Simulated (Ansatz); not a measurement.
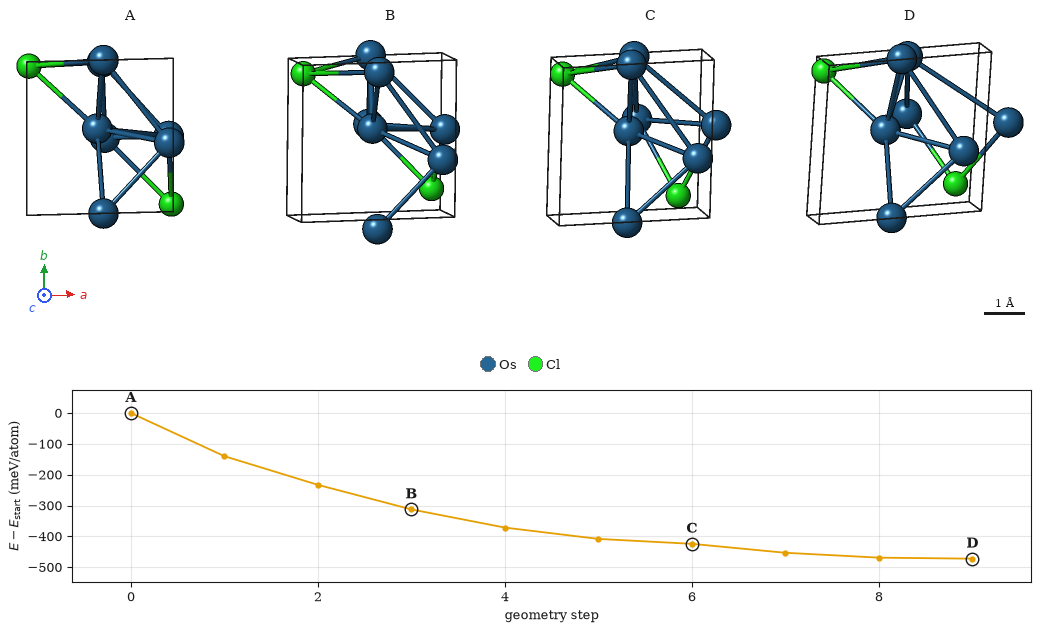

Frames of a relaxation of solid Os3Cl (built on the Cu3Au (L1_2)_221 type) (coarse preliminary run), marked on the history of the run. Style: ball-and-stick. Shown: the cell of the calculation, along the c axis.

The calculation used DFT PBE, scalar-relativistic, plane waves, PAW (Ansatz 0.2.0). Set-up: plane-wave cutoff 420 eV; k-point mesh 6 × 6 × 4; occupations gaussian; smearing width 0.1 eV; no spin polarisation; cell and atoms relaxed; force threshold 0.015 eV/Å; at most 120 steps.

> What happens along the run?

The run was cut off at its time limit before the relaxation converged, so the last structure is only a point on the way. The largest move relative to the cell is that of an Os atom, 0.93 Å roughly along +a. Largest moves by element: Os 0.93 Å, Cl 0.60 Å. Cell: a 3.741 → 4.167 Å (+11.4 %), b 3.917 → 4.070 Å (+3.9 %), c 7.998 → 7.979 Å (−0.2 %), α 90.2° → 93.3°, β 89.7° → 85.6°, γ 88.6° → 81.6°. Volume +13.7 %. Some distances before and after: Os–Os 2.659 → 3.735 Å, Os–Os 2.901 → 3.977 Å, Cl–Os 2.714 → 3.682 Å, Os–Os 2.362 → 3.304 Å. Bonds break: Os–Os (2.36 → 3.30 Å), Os–Os (2.66 → 3.74 Å), Os–Os (2.75 → 3.67 Å), Os–Os (2.90 → 3.98 Å). Bond angles that change, for instance: Os–Cl–Os 122.8° → 169.5°, Os–Cl–Os 123.5° → 165.9°, Os–Cl–Os 63.7° → 104.5°. The space group stays P1 (No. 1). The energy falls by 472 meV per atom in 9 geometry steps. Largest force component: 2.5 eV/Å at the start, 0.86 eV/Å at the end. The pressure goes from 15.39 to 0.00 GPa. From step 0 to 3: an Os atom moves most (0.43 Å), volume +7.5 %, energy −313 meV per atom. From step 3 to 6: a Cl atom moves most (0.52 Å), volume +2.0 %, energy −112 meV per atom. From step 6 to 9: an Os atom moves most (0.44 Å), volume +3.7 %, energy −48.1 meV per atom.
